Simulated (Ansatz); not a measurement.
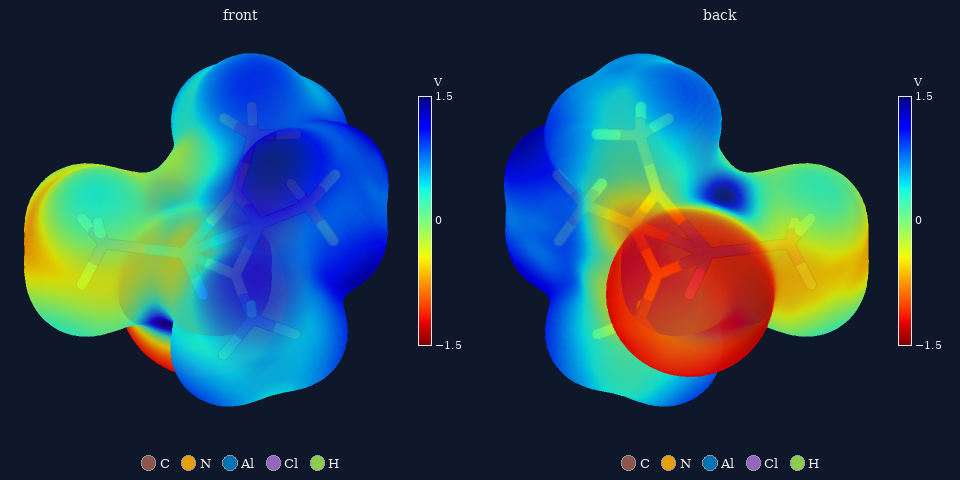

Figure 1: C5H12AlClN2. The electrostatic potential painted on the density surface at 0.002 e/bohr³, seen from the front and from behind; red is negative and blue positive.

Geometry: PBE0-D4/def2-TZVP.

Method: Ansatz, RKS PBE0-D4/def2-TZVPP.

```xyz
21

C    -0.6733   -2.1458   -0.0950
C    -0.1613   -0.7511   -0.1922
N     1.0315   -0.3582    0.2339
C     2.0052   -1.2332    0.8193
Al    0.6306    1.4370   -0.3140
C     0.4064    2.8015    1.0557
Cl    1.6966    2.0147   -2.0697
N    -0.8426    0.2680   -0.6980
C    -2.1614    0.1610   -1.2510
H    -1.1651   -2.2880    0.8718
H     0.1414   -2.8661   -0.1639
H    -1.4036   -2.3512   -0.8766
H     2.8647   -0.6436    1.1373
H     1.6225   -1.7585    1.7020
H     2.3722   -1.9844    0.1095
H    -0.1493    2.4240    1.9192
H     1.3731    3.1662    1.4165
H    -0.1328    3.6712    0.6679
H    -2.8866   -0.2435   -0.5357
H    -2.1873   -0.4640   -2.1518
H    -2.5056    1.1542   -1.5384
```

**Describe the electrostatic potential map.**

The most negative region (about −1.3 V) lies over Cl7, the most positive (about +1.4 V) over Al5 and H10.
